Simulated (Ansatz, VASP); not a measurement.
## Bi2Te3 (Tellurobismuthite) in two plane-wave programs

One calculation is typed for both programs; each brings its own data sets and cutoff. How far apart do they land?

Method: plane waves, with VASP 6.6.1 beside it; band structure at LDA, band structure at PBE and band structure at LDA, spin-orbit coupling, in Ansatz 0.2.0.

### Step 1. The starting structure

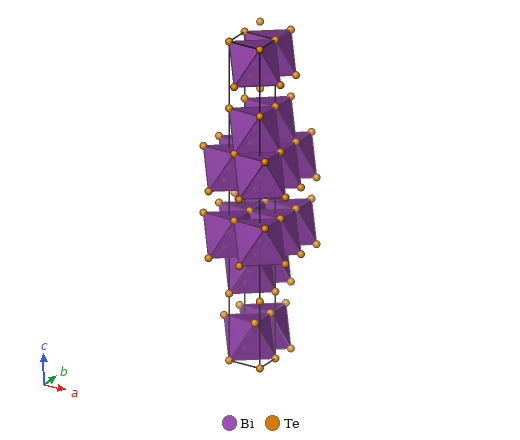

Start, viewed slightly off an axis; bismuth purple, tellurium orange. 1×2×1 cells are drawn. This picture shows the conventional cell, with its axes. Bonds to atoms that aren't drawn are left out. Some periodic images of atoms are drawn too.

As a file:

```xyz
5
Lattice="2.1930 1.2661 10.1657 -2.1930 1.2661 10.1657 0.0000 -2.5323 10.1657" Properties=species:S:1:pos:R:3 pbc="T T T"
Bi    0.0000    0.0000   18.2982
Bi    0.0000    0.0000   12.1988
Te    0.0000    0.0000   24.1079
Te    0.0000    0.0000    6.3891
Te    0.0000    0.0000    0.0000
```

### Step 2. VASP: band structure, LDA

The same path points are solved in both programs, so levels can be compared one by one.

Lines of VASP's logs that name or quote its potential files are left out, and so is its time.

The input, INCAR:

```
SYSTEM = Bi2Te3
PREC = Accurate
ENCUT = 350
EDIFF = 1E-06
NELM = 100
ISMEAR = 0
SIGMA = 0.03
LREAL = .FALSE.
ALGO = Normal
GGA = CA
NBANDS = 39
LORBIT = 11
LWAVE = .FALSE.
LCHARG = .FALSE.
KPAR = 4
```

The input, POSCAR:

```
Bi2Te3
1.0
    2.1930000000      1.2661291403     10.1656666667
   -2.1930000000      1.2661291403     10.1656666667
    0.0000000000     -2.5322582807     10.1656666667
Bi Te
2 3
Direct
    0.6000000000      0.6000000000      0.6000000000
    0.4000000000      0.4000000000      0.4000000000
    0.7905000000      0.7905000000      0.7905000000
    0.2095000000      0.2095000000      0.2095000000
    0.0000000000      0.0000000000      0.0000000000
```

The input, KPOINTS:

```
Automatic mesh
0
Gamma
6 6 6
0 0 0
```

The input, KPOINTS_OPT:

```
Line mode
8
Line-mode
Reciprocal
  0.00000000   0.00000000   0.00000000 GAMMA
  0.50000000   0.00000000   0.00000000 L

  0.50000000   0.00000000   0.00000000 L
  0.50000000   0.17700839  -0.17700839 B1

  0.82299161   0.50000000   0.17700839 B
  0.50000000   0.50000000   0.50000000 Z

  0.50000000   0.50000000   0.50000000 Z
  0.00000000   0.00000000   0.00000000 GAMMA

  0.00000000   0.00000000   0.00000000 GAMMA
  0.33850420   0.00000000  -0.33850420 X

  0.66149580   0.33850420   0.00000000 Q
  0.50000000   0.50000000   0.00000000 F

  0.50000000   0.50000000   0.00000000 F
  0.66149580   0.66149580   0.17700839 P1

  0.66149580   0.66149580   0.17700839 P1
  0.50000000   0.50000000   0.50000000 Z

  0.50000000   0.00000000   0.00000000 L
  0.82299161   0.33850420   0.33850420 P
```

Potentials, in the order of the species: Bi_d and Te (LDA family, release 64).

Started as:

```sh
$ mpirun -np 4 vasp_std
```

Numbers of over 12 decimals in the logs are rounded to 6 here.

The program printed:

```text
[banner, memory and clock lines left out]
running    4 mpi-ranks, on    1 nodes
 distrk:  each k-point on    1 cores,    4 groups
 distr:  one band on    1 cores,    1 groups

 POSCAR found type information on POSCAR BiTe
 POSCAR found :  2 types and       5 ions
 LDA part: xc-table for (Slater(with rela. corr.)+CA(PZ))
 , standard interpolation
 POSCAR, INCAR and KPOINTS ok, starting setup
 FFT: planning ... GRIDC
 FFT: planning ... GRID_SOFT
 FFT: planning ... GRID
 WAVECAR not read
 entering main loop
       N       E                     dE             d eps       ncg     rms          rms(c)
DAV:   1     0.378088813658E+03    0.37809E+03   -0.17086E+04  2512   0.893E+02
DAV:   2     0.179487305507E+02   -0.36014E+03   -0.34109E+03  2635   0.275E+02
DAV:   3    -0.203299598326E+02   -0.38279E+02   -0.37245E+02  3089   0.107E+02
DAV:   4    -0.218049471414E+02   -0.14750E+01   -0.14709E+01  2987   0.235E+01
DAV:   5    -0.218737380893E+02   -0.68791E-01   -0.68787E-01  3745   0.459E+00    0.763E+00
DAV:   6    -0.215827718794E+02    0.29097E+00   -0.25257E-01  3479   0.375E+00    0.533E+00
DAV:   7    -0.215749002328E+02    0.78716E-02   -0.14879E-01  3111   0.148E+00    0.120E+00
DAV:   8    -0.215724062783E+02    0.24940E-02   -0.22555E-02  2868   0.734E-01    0.452E-01
DAV:   9    -0.215719109809E+02    0.49530E-03   -0.24857E-03  3216   0.273E-01    0.274E-01
DAV:  10    -0.215719427707E+02   -0.31790E-04   -0.62702E-04  2902   0.101E-01    0.496E-02
DAV:  11    -0.215719398571E+02    0.29136E-05   -0.28213E-05  2859   0.320E-02    0.232E-02
DAV:  12    -0.215719418785E+02   -0.20213E-05   -0.13057E-05  2956   0.148E-02    0.128E-02
DAV:  13    -0.215719420281E+02   -0.14965E-06   -0.77409E-07  1875   0.476E-03
   1 F= -.21571942E+02 E0= -.21571942E+02  d E =-.315017E-08
 Start KPOINTS_OPT (optional k-point list driver)
k-point batch [1-32\72]
       N       E                     dE             ncg
DAV:   1     0.243968775402E+04   -0.17285E+05     2512
DAV:   2    -0.903290104521E+04   -0.11473E+05     2672
DAV:   3    -0.102730482731E+05   -0.12401E+04     3016
DAV:   4    -0.103213764399E+05   -0.48328E+02     2941
DAV:   5    -0.103237944860E+05   -0.24180E+01     3654
DAV:   6    -0.103238252826E+05   -0.30797E-01     3217
DAV:   7    -0.103238260901E+05   -0.80752E-03     3684
DAV:   8    -0.103238261006E+05   -0.10525E-04     2825
DAV:   9    -0.103238261010E+05   -0.41774E-06     1833
[...]
k-point batch [65-72\72]
       N       E                     dE             ncg
DAV:   1     0.228031720891E+05   -0.81643E+04      624
DAV:   2     0.199215568263E+05   -0.28816E+04      640
DAV:   3     0.196222584118E+05   -0.29930E+03      774
DAV:   4     0.196113647818E+05   -0.10894E+02      744
DAV:   5     0.196107889936E+05   -0.57579E+00      969
DAV:   6     0.196107828511E+05   -0.61425E-02      770
DAV:   7     0.196107826447E+05   -0.20634E-03      962
DAV:   8     0.196107826422E+05   -0.25545E-05      668
DAV:   9     0.196107826420E+05   -0.11133E-06      473
```

From OUTCAR (step 2):

```text
ion  position               nearest neighbor table
   1  0.600  0.600  0.600-   4 3.07   4 3.07   4 3.07   5 3.25   5 3.25   5 3.25
   2  0.400  0.400  0.400-   3 3.07   3 3.07   3 3.07   5 3.25   5 3.25   5 3.25
   3  0.791  0.791  0.791-   2 3.07   2 3.07   2 3.07   4 3.64   4 3.64   4 3.64
   4  0.209  0.209  0.209-   1 3.07   1 3.07   1 3.07   3 3.64   3 3.64   3 3.64
   5  0.000  0.000  0.000-   1 3.25   2 3.25   1 3.25   1 3.25   2 3.25   2 3.25

  LATTYP: Found a trigonal (rhomboedric) cell.
 ALAT       =    10.4763118882
 COS(alpha) =     0.9123624111

 Subroutine GETGRP returns: Found 12 space group operations
 (whereof 12 operations were pure point group operations)

The static configuration has the point symmetry D_3d.

 Found     32 irreducible k-points:

   k-points           NKPTS =     32   k-points in BZ     NKDIM =     32   number of bands    NBANDS=     39

   dimension x,y,z NGX =    64 NGY =   64 NGZ =   64
   dimension x,y,z NGXF=   128 NGYF=  128 NGZF=  128

   ENCUT  =  350.0 eV  25.72 Ry    5.07 a.u.  15.98 15.98 15.98*2*pi/ulx,y,z

   NELECT =      48.0000    total number of electrons

 k-points in reciprocal lattice and weights: Automatic mesh
   0.00000000  0.00000000  0.00000000       0.005
   0.16666667 -0.00000000  0.00000000       0.028
   0.33333333  0.00000000  0.00000000       0.028
   0.50000000 -0.00000000  0.00000000       0.014
   0.16666667  0.16666667  0.00000000       0.028
   0.33333333  0.16666667  0.00000000       0.056
   0.50000000  0.16666667  0.00000000       0.056
  -0.33333333  0.16666667 -0.00000000       0.056
  -0.16666667  0.16666667  0.00000000       0.028
[...]
-0.33333333  0.50000000  0.33333333       0.028
   0.50000000  0.50000000  0.50000000       0.005

 average (electrostatic) potential at core
       1-105.2839       2-105.2839       3 -89.1091       4 -89.1091       5 -88.9100

 E-fermi :   6.1261

 k-point     1 :       0.0000    0.0000    0.0000
  band No.  band energies     occupation
    ...
     20       4.3223      2.00000
     21       4.3223      2.00000
     22       5.1785      2.00000
     23       5.1785      2.00000
     24       6.0274      2.00000
     25       6.2247      0.00000
     26       6.6383      0.00000
     27       6.6383      0.00000
     28       7.9369      0.00000
     29       8.0899      0.00000
    ...

 k-point     2 :       0.1667   -0.0000    0.0000
  band No.  band energies     occupation
    ...
     20       4.2552      2.00000
     21       4.5680      2.00000
     22       4.9563      2.00000
     23       5.0328      2.00000
     24       5.4845      2.00000
     25       7.1328      0.00000
     26       7.3386      0.00000
     27       7.4954      0.00000
     28       7.9904      0.00000
     29       8.0068      0.00000
    ...

 k-point     3 :       0.3333    0.0000    0.0000
  band No.  band energies     occupation
    ...
     20       3.4374      2.00000
     21       3.4546      2.00000
     22       4.6135      2.00000
     23       5.1096      2.00000
     24       5.4108      2.00000
     25       6.8222      0.00000
     26       7.2509      0.00000
     27       7.7960      0.00000
     28       8.7080      0.00000
     29       9.0833      0.00000
    ...

  Total       -1.8222354     -1.8222354     -2.2854231      0.0000000      0.0000000      0.0000000
  in kB      -17.2389695    -17.2389695    -21.6208840      0.0000000      0.0000000      0.0000000
  external PRESSURE =     -18.6996077 kB  Pullay stress =       0.0000000 kB

  energy-cutoff  :      350.00
  volume of cell :      169.36
      direct lattice vectors                 reciprocal lattice vectors
     2.193000000  1.266129140 10.165666667     0.227998176  0.131634808  0.032790111
    -2.193000000  1.266129140 10.165666667    -0.227998176  0.131634808  0.032790111
     0.000000000 -2.532258281 10.165666667     0.000000000 -0.263269617  0.032790111

 POSITION                                       TOTAL-FORCE (eV/Angst)
 -----------------------------------------------------------------------------------
      0.00000     -0.00000     18.29820        -0.000000      0.000000     -0.047917
      0.00000     -0.00000     12.19880        -0.000000     -0.000000      0.047917
      0.00000     -0.00000     24.10788        -0.000000      0.000000     -0.149540
      0.00000     -0.00000      6.38912        -0.000000     -0.000000      0.149540
      0.00000      0.00000      0.00000         0.000000     -0.000000      0.000000
 -----------------------------------------------------------------------------------
    total drift:                               -0.000000     -0.000000     -0.000000

  FREE ENERGIE OF THE ION-ELECTRON SYSTEM (eV)
  ---------------------------------------------------
  free  energy   TOTEN  =       -21.5719420281 eV

  energy  without entropy=      -21.5719420250  energy(sigma->0) =      -21.57194203

 total charge
# of ion       s       p       d       tot
------------------------------------------
    1        1.598   1.152   9.940  12.691
    2        1.598   1.152   9.940  12.691
    3        1.414   1.908   0.026   3.348
    4        1.414   1.908   0.026   3.348
    5        1.394   1.971   0.024   3.389
--------------------------------------------------
tot          7.418   8.091  19.957  35.466

[... 3 further parts left out ...]
```

The run ends at a pressure of -1.87 GPa, with forces up to 0.15 eV/Å.

### Step 3. Ansatz: band structure, LDA

Ansatz runs on its default PAW (the set named soft_2) files.

The same cell, functional (in two slightly different forms), mesh and smearing now go to Ansatz, which takes its cutoff from its data sets.

The input, input.yaml:

```yaml
crystal:
  lattice:
    - [2.193, 1.2661291403, 10.1656666667]
    - [-2.193, 1.2661291403, 10.1656666667]
    - [0.0, -2.5322582807, 10.1656666667]
  atoms:
    - { symbol: Bi, position: [0.6, 0.6, 0.6] }
    - { symbol: Bi, position: [0.4, 0.4, 0.4] }
    - { symbol: Te, position: [0.7905, 0.7905, 0.7905] }
    - { symbol: Te, position: [0.2095, 0.2095, 0.2095] }
    - { symbol: Te, position: [0.0, 0.0, 0.0] }
hamiltonian:
  xc: lda
  pseudopotentials: { kind: paw }
kpoints:
  mp_grid: { grid: [6, 6, 6] }
  band_path:
    path:
      - [0.0, 0.0, 0.0]
      - [0.14286, 0.0, 0.0]
      - [0.28571, 0.0, 0.0]
      - [0.5, 0.0, 0.0]
      - [0.5, 0.02529, -0.02529]
      - [0.5, 0.10115, -0.10115]
      - [0.5, 0.15172, -0.15172]
      - [0.77685, 0.5, 0.22315]
      - [0.68457, 0.5, 0.31543]
      - [0.54614, 0.5, 0.45386]
      - [0.5, 0.5, 0.5]
      - [0.35714, 0.35714, 0.35714]
      - [0.14286, 0.14286, 0.14286]
      - [0.0, 0.0, 0.0]
      - [0.09672, 0.0, -0.09672]
      - [0.19343, 0.0, -0.19343]
      - [0.3385, 0.0, -0.3385]
      - [0.63842, 0.36158, 0.0]
      - [0.56921, 0.43079, 0.0]
      - [0.52307, 0.47693, 0.0]
      - [0.5, 0.5, 0.0]
      - [0.56921, 0.56921, 0.07586]
      - [0.61535, 0.61535, 0.12643]
      - [0.6615, 0.6615, 0.17701]
      - [0.61535, 0.61535, 0.26929]
      - [0.54614, 0.54614, 0.40772]
      - [0.5, 0.5, 0.5]
      - [0.59228, 0.09672, 0.09672]
      - [0.68457, 0.19343, 0.19343]
      - [0.82299, 0.3385, 0.3385]
    npoints: 1
scf:
  occupations: { method: gaussian, width: 0.03 }
  n_extra_bands: 8
output:
  forces: true
  stress: true
  eigenvalues: true
  write_density: true
  write_potential: true
  elf: true
  volumetric_format: npy
```

Started as:

```sh
$ ansatz run input.yaml --threads 2 --pin off --max-ram 4608MiB --backend cpu --events-out ev --progress --plain --runs-dir out
```

The program printed:

```text
basis.fft_grid_basis auto: the FFT boxes are laid along the combinations [[1, -1, 0], [0, 1, 0], [0, -1, 1]] of the cell's own vectors, 4.386, 10.476 and 4.386 Å long. The dense box has 30×72×30 points. Along the cell's own vectors, as sized, it would have 72×72×72, 5.76 times as many. Of the 12 symmetry operations that the crystal satisfies within crystal.symmetry.tolerance (time reversal apart; of a slab, those tha [...]
scf.n_extra_bands = 8 over 39 filled bands (N_el = 78.0): the run solves 47 bands
Engine: ansatz 0.2.0, aarch64-unknown-linux-gnu
Pseudopotentials: kind: paw
Pseudopotential: Bi, paw, valence charge 15, recommended cutoff 420 eV (normal), Bi.paw.azcp
Pseudopotential: Te, paw, valence charge 16, recommended cutoff 420 eV (normal), Te.paw.azcp
Functional definition: SPW92
  exchange = slater_x
  correlation = pw_c
Crystal: 5 atoms, lattice volume = 169.357 Å³
Basis set: ecut = 420 eV, 3345 PW (Γ), FFT grids on a1−a2, a2, −a2+a3
Bands: 47, of which v1, the nominal top of the filled ones, is band 39 counted from 1 (38 counted from 0)
Symmetry: 12 space group operations
Space group: R-3m (ITA 166), of the structure as read, at distance tolerance 5.5e-5 Å
k-points: 32 of 216
Non-local potential: Bi, projectors of the file, l = 0: 2, l = 1: 2, l = 2: 2, l = 3: 2
Non-local potential: Te, projectors of the file, l = 0: 2, l = 1: 2, l = 2: 2, l = 3: 2
PAW form: soft (Blöchl's): semilocal exchange-correlation on the pseudo side does not see the compensation charge
PAW frozen core: Bi, regenerated for the run's functional, and the local potential with it (the file was generated under x = pbe(κ = 0.804, μ = 0.219515), c = pbe(β = 0.066725))
PAW frozen core: Te, regenerated for the run's functional, and the local potential with it (the file was generated under x = pbe(κ = 0.804, μ = 0.219515), c = pbe(β = 0.066725))
PAW one-centre angular grid: Bi, 590 points (default); XC on 64 Gauss nodes
PAW one-centre angular grid: Te, 590 points (default); XC on 64 Gauss nodes
Initial density: superposition of atomic densities (neutral atoms: chi_scale 0, normalization atom), corrected by the library's trained network
Initial wavefunctions: pseudopotential atomic-orbital guess
Functional: x = slater, c = lda
SCF iter   1: F=—  HF=-44654.368437 eV  |F-HF|=—  |Δ(HF+E_count)|=         —  Δρ=4.02e-3  dr2=1.87e-2  ethr=1.77e-3  ⟨swp⟩=9.3  Hψ=6690  notcnv=0  defer=4
preconditioner: auto → Resta (q_TF=auto, 2.398 Å⁻¹)  ε∞=4.2  [insulator: Δε(μ)=0.194 eV  Ē_g=8.409 eV  σ=0.030 eV  W_gap=1.00  n_scr=42 (ndim 8)  ℏωp=15.1 eV  f_vac=0.015  D(μ)=0.00/eV (n_scr^D=0)  ε∞_Penn≈4.2]
SCF iter   2: F=—  HF=-44654.360648 eV  |F-HF|=—  |Δ(HF+E_count)|=   7.79e-3  Δρ=2.17e-3  dr2=4.31e-3  ethr=2.40e-5  ⟨swp⟩=2.3  Hψ=2627  notcnv=0  defer=51
SCF iter   3: F=—  HF=-44654.359858 eV  |F-HF|=—  |Δ(HF+E_count)|=   7.90e-4  Δρ=6.23e-4  dr2=2.57e-3  ethr=5.53e-6  ⟨swp⟩=2.0  Hψ=2373  notcnv=0  defer=51
SCF iter   4: F=—  HF=-44654.359558 eV  |F-HF|=—  |Δ(HF+E_count)|=   3.00e-4  Δρ=1.98e-4  dr2=9.91e-5  ethr=3.29e-6  ⟨swp⟩=1.7  Hψ=1534  notcnv=0  defer=51
SCF iter   5: F=—  HF=-44654.359525 eV  |F-HF|=—  |Δ(HF+E_count)|=   3.28e-5  Δρ=5.32e-5  dr2=6.73e-6  ethr=1.27e-7  ⟨swp⟩=2.0  Hψ=2689  notcnv=0  defer=51
SCF iter   6: F=—  HF=-44654.359523 eV  |F-HF|=—  |Δ(HF+E_count)|=   2.30e-6  Δρ=1.35e-5  dr2=3.15e-7  ethr=8.63e-9  ⟨swp⟩=2.0  Hψ=2676  notcnv=0  defer=51
SCF iter   7: F=-44654.359523 eV  HF=-44654.359523 eV  |F-HF|=2.82e-8  |Δ(HF+E_count)|=   5.27e-8  Δρ=4.24e-6  dr2=4.00e-8  ethr=1.28e-10  ⟨swp⟩=15.5  Hψ=12116  notcnv=0
SCF 1 converged in 7 iterations: F = -44654.359523 eV  dr2 = 4.00e-8
  greatest PAW one-centre occupation: 0.999 electrons in one spin orbital (limit 2), on the Te atom at site 3 (counted from 0), in its partial waves of l = 2
NSCF: frozen V_eff on 30 k-points
SCF converged after 7 iterations
Free energy (F): -44654.359523 eV
Harris-Foulkes:  -44654.359523 eV  (|F-HF|=2.82e-8)
Internal energy: -44654.359523 eV  (E = F + TS)
E sigma→0 (E₀):  -44654.359523 eV
Fermi energy:    9.078676 eV
--- Per-component energies (eV) ---
  E_band       = -1011.680650
  E_kinetic    = 1149.480944
  E_local      = -6895.209463  (includes V_loc(G=0)·N_el)
  E_nonlocal   = 215.385878
  E_hartree    = 3424.410597
  E_xc         = -673.456449
  E_vxc        = -604.785972  (∫ρ·V_xc dr)
  E_paw        = -34234.971889  (= ΣΔE_a)
  E_vpaw       = -1725.360216  (= ΣTr[D̂ρ^β])
  E_aug_tail   = -0.001682  (compensation charges beyond the density's cutoff)
  E_ewald      = -7642.023672
  E_core_change = 2.026214  (= ΣΔE_core)
  E_smearing   = -0.000000  (= −TS)
  E_closure    = 0.000000  (closes the sum)
  Σ components = -44654.359523   (vs F -44654.359523, Δ=0.00e0)
--- Forces (eV/Å), atoms counted from 1 ---
  atom   1  Bi     0.00000000     0.00000000    -0.06655785
  atom   2  Bi     0.00000000    -0.00000000     0.06655785
  atom   3  Te     0.00000000     0.00000000    -0.18231541
  atom   4  Te     0.00000000    -0.00000000     0.18231541
  atom   5  Te     0.00000000     0.00000000     0.00000000
  max |Σ_I F_I| component: 2.31e-18 eV/Å
--- Stress (GPa, compression-positive) ---
       -1.619522       0.000000      -0.000000
        0.000000      -1.619522       0.000000
       -0.000000       0.000000      -2.071711
  P = ⅓ Tr σ = -1.7703 GPa (-17.703 kbar)
--- Band table (eV; the first three rows and the last of 32) ---
  k-point 0: bands = [... 35 lower, 7.2934, 8.1494, 8.1494, 8.9735, 9.1839, 9.6075, 9.6075, 10.9112, ... 4 higher]
  k-point 1: bands = [... 35 lower, 7.5276, 7.9248, 7.9857, 8.4456, 10.0955, 10.3096, 10.4622, 10.9537, ... 4 higher]
  k-point 2: bands = [... 35 lower, 6.4155, 7.5777, 8.0795, 8.3651, 9.7899, 10.2173, 10.7571, 11.6843, ... 4 higher]
  k-point 31: bands = [... 35 lower, 7.5841, 7.8556, 7.8556, 8.4952, 9.7870, 10.0953, 10.0953, 10.5962, ... 4 higher]
```

The job ended after 15 s (2 threads of Arm Neoverse V2, shared host; peak memory 0.51 GiB; 29 s of CPU time).

[end of part 1 of 3]

[Lines on the potential files, build, host, timing and source positions are cut from VASP's logs without a mark.]

[Logs are printed without paths, hosts, clocks, repeated set-up lines and the standing remarks that a program may print on its own settings, such as how far it seeks lower states.]

[Hosts, paths, dates, database ids (printed as entryN), source tags and the programs' standing remarks are cut or masked in the printed files.]
